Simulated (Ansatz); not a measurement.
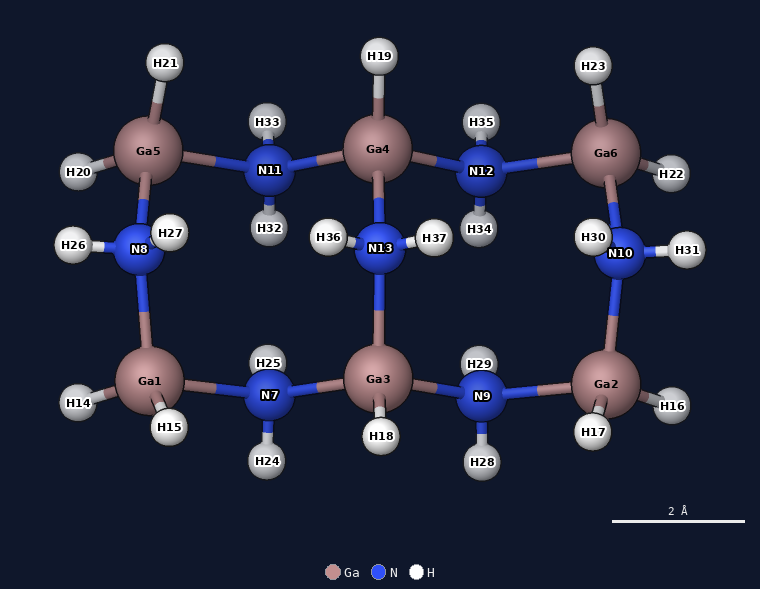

Figure 1. The structure (ball-and-stick view, seen at a tilt; atoms are numbered from 1 in the order of the input). Sticks mark near contacts. Bond lengths as drawn: Ga–H 1.56 to 1.58 Å, Ga–N 1.98 to 2.09 Å and H–N 1.03 to 1.04 Å.

**What a change does: single-point calculation on Ga6N7H24**

System: Ga6N7H24 (Ga6N7 zinc blende off disc), charge +1.
Method of the first run: RKS LC-wPBE with omega 0.3 1/bohr/def2-SVP (Ansatz 0.2.0).

The geometry comes from this level: PBE-D4/def2-SVP. Text and figures count atoms from 1; the logs count them from 0 in places.

## Input file, the first run
```yaml
crystal:
  periodic: [false, false, false]
  atoms:
    - {symbol: Ga, position_ang: [-3.734277, 1.164670, 0.057298]}
    - {symbol: Ga, position_ang: [1.165075, -3.735387, 0.033798]}
    - {symbol: Ga, position_ang: [-1.278128, -1.278536, 0.239581]}
    - {symbol: Ga, position_ang: [1.272233, 1.273161, 0.253657]}
    - {symbol: Ga, position_ang: [-1.173524, 3.738650, 0.011701]}
    - {symbol: Ga, position_ang: [3.737916, -1.172345, 0.040194]}
    - {symbol: N, position_ang: [-2.388616, -0.106627, -0.906197]}
    - {symbol: N, position_ang: [-2.573218, 2.586452, 0.932969]}
    - {symbol: N, position_ang: [-0.108049, -2.381312, -0.915641]}
    - {symbol: N, position_ang: [2.577255, -2.582061, 0.935050]}
    - {symbol: N, position_ang: [0.115617, 2.381224, -0.910283]}
    - {symbol: N, position_ang: [2.389303, 0.113698, -0.898623]}
    - {symbol: N, position_ang: [-0.005428, -0.005034, 1.142832]}
    - {symbol: H, position_ang: [-4.497274, 1.882099, -1.114013]}
    - {symbol: H, position_ang: [-4.289553, 0.245945, 1.210137]}
    - {symbol: H, position_ang: [1.891920, -4.476905, -1.145605]}
    - {symbol: H, position_ang: [0.242942, -4.312518, 1.173068]}
    - {symbol: H, position_ang: [-2.112299, -2.119649, 1.254155]}
    - {symbol: H, position_ang: [2.098673, 2.107768, 1.280174]}
    - {symbol: H, position_ang: [-1.907367, 4.447862, -1.183393]}
    - {symbol: H, position_ang: [-0.258645, 4.348976, 1.139308]}
    - {symbol: H, position_ang: [4.471194, -1.896898, -1.145861]}
    - {symbol: H, position_ang: [4.324221, -0.259758, 1.182338]}
    - {symbol: H, position_ang: [-3.042774, -0.723996, -1.416178]}
    - {symbol: H, position_ang: [-1.889609, 0.387300, -1.659295]}
    - {symbol: H, position_ang: [-3.287360, 3.300959, 1.163784]}
    - {symbol: H, position_ang: [-2.254668, 2.287171, 1.867510]}
    - {symbol: H, position_ang: [-0.726740, -3.031873, -1.428634]}
    - {symbol: H, position_ang: [0.383519, -1.876759, -1.666592]}
    - {symbol: H, position_ang: [2.267848, -2.273658, 1.869700]}
    - {symbol: H, position_ang: [3.289816, -3.298165, 1.165819]}
    - {symbol: H, position_ang: [-0.363230, 1.877018, -1.669747]}
    - {symbol: H, position_ang: [0.742820, 3.031751, -1.413016]}
    - {symbol: H, position_ang: [1.891521, -0.368403, -1.660265]}
    - {symbol: H, position_ang: [3.043746, 0.739156, -1.398432]}
    - {symbol: H, position_ang: [-0.577079, 0.561789, 1.789314]}
    - {symbol: H, position_ang: [0.562218, -0.575775, 1.789396]}
basis:
  gaussian: {orbitals: def2-SVP, fitting: {mean_field: def2-universal-jkfit}, initial_orbitals: start.molden}
total_charge: 1
hamiltonian: {xc: {name: LC-wPBE, parameters: {omega: 0.3/bohr}}}
scf: {omitted_lower_state_checks: [starts]}
output: {orbitals: {seedname: orbitals}}
```

Launched with:
```bash
ansatz run in.yaml --threads 2 --pin off --events-out ev --progress --plain --max-ram 20480MiB --backend cuda --devices 0, --max-vram 18GiB
```

Hardware: 2 CPU threads, shared host.

## Output (the first run)
```
Functional definition: LC-wPBE
  parameter omega = 0.4/bohr
  exchange = pbe_x_sr(omega) + exact_x_lr(omega)
  correlation = pbe_c
  with omega = 0.3/bohr from the input
these checks for a lower state are left out or cut short: starts
2567 factors; integrals over basis functions are off by at most 3.5e-1 eV
2567 factors; integrals over basis functions are off by at most 3.4e-7 eV
mean field evaluation 1: about -324993.0331 eV, gradient 1.8e1 eV
mean field evaluation 2: about -324993.7289 eV, gradient 5.5e-1 eV
mean field evaluation 4: about -324993.7247 eV, gradient 1.8e-3 eV
mean field -324993.72474254 eV, -11943.2990956297 hartree, gradient 8.5e-6 eV, S^2 0.000000; 0 other end points of the search recorded, 0 dependent functions left out
reference -324993.72474257 eV, -11943.2990956307 hartree; 129, 129 occupied and 281, 281 virtual orbitals, 2567 factors
Total energy: -324993.72474257 eV, -11943.2990956307 hartree
Checks for a lower state left out: starts
```

The input of the second run differs as follows (lines with − go, lines with + come):
```diff
-total_charge: 1
+magnetization: {spin_polarized: true, initial_magnetization: 1}
```

Predict how the results change.

The total energies belong to different systems, so their difference says nothing on which is more stable or more accurate. The HOMO goes from −13.20 to −2.80 eV. The LUMO goes from −2.00 to 1.46 eV.

## Output (the second run)
```
Functional definition: LC-wPBE
  parameter omega = 0.4/bohr
  exchange = pbe_x_sr(omega) + exact_x_lr(omega)
  correlation = pbe_c
  with omega = 0.3/bohr from the input
these checks for a lower state are left out or cut short: starts
2567 factors; integrals over basis functions are off by at most 3.5e-1 eV
2567 factors; integrals over basis functions are off by at most 3.4e-7 eV
mean field evaluation 1: about -324995.2515 eV, gradient 1.4e1 eV
mean field evaluation 2: about -324996.1189 eV, gradient 6.8e-1 eV
mean field evaluation 4: about -324996.1257 eV, gradient 9.4e-2 eV
mean field evaluation 8: about -324996.1258 eV, gradient 1.7e-5 eV
mean field -324996.12575667 eV, -11943.3873312715 hartree, gradient 1.7e-5 eV, S^2 0.751477; 0 other end points of the search recorded, 0 dependent functions left out
reference -324996.12575670 eV, -11943.3873312725 hartree; 130, 129 occupied and 280, 281 virtual orbitals, 2567 factors
Total energy: -324996.12575670 eV, -11943.3873312725 hartree
Checks for a lower state left out: starts
```

## The two runs side by side

| quantity | the first run | the second run |
| --- | --- | --- |
| outcome | converged | converged |
| total energy (hartree) | −11943.299096 | −11943.387331 |
| HOMO (eV) | −13.20 | −2.80 |
| LUMO (eV) | −2.00 | 1.46 |
| basis functions | 410 | 410 |
| ⟨S²⟩ | – | 0.751 |
| wall time (shared host) | 3.3 s | 5.5 s |
